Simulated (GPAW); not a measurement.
The Cu K edge of atom 5 in CuSe2 (Pnnm), with 6 Se at 2.56 Å (octahedral, site symmetry 2/m), was computed in 2 ways: excited-electron core hole (neutral cell) and no core hole. Program and functional: GPAW, LDA, Gaussian full width 1.55 eV up to 4 eV, rising linearly to 3.5 eV at 25 eV; cells of 6 and 24 atoms (the run without a hole in the smaller).

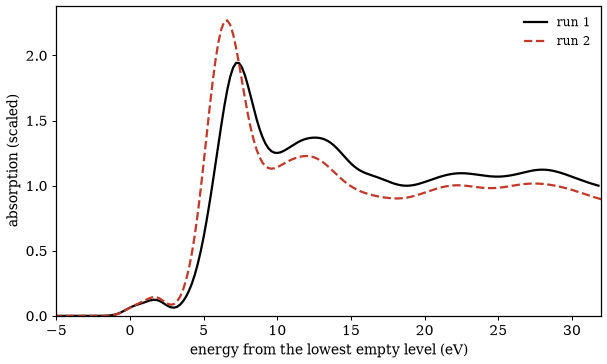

Each run is counted from its own lowest empty level or Fermi level and scaled to a mean of 1 over its first 20 eV.

Q: Which run is which?

Run 1: no core hole (area from −2 to 6 eV 1.8, main maxima 1.6 eV (0.12), 7.2 eV (1.94), 12.6 eV (1.37) and 28.0 eV (1.12)). Run 2: excited-electron core hole (neutral cell) (area from −2 to 6 eV 3.0, main maxima 1.6 eV (0.14), 6.6 eV (2.27), 12.0 eV (1.23) and 27.4 eV (1.02)). With each curve scaled to its own mean, the area from −2 to 6 eV with the hole is 3.0 against 1.8, and the centre of weight from −1 to 20 eV moves by -0.7 eV: the hole pulls the absorber's empty states down.

[Hosts, paths, dates, database ids (printed as entryN), source tags and the programs' standing remarks are cut or masked in the printed files.]

[Lists of maxima count a maximum above −3 eV only where it reaches 4 % of the highest in the window and stands out from its surroundings by 2 % of it (1.5 % where it reaches 55 %); shoulders and weaker maxima are passed over, and of the rest the first, up to two pre-edge ones and the few strongest are named.]
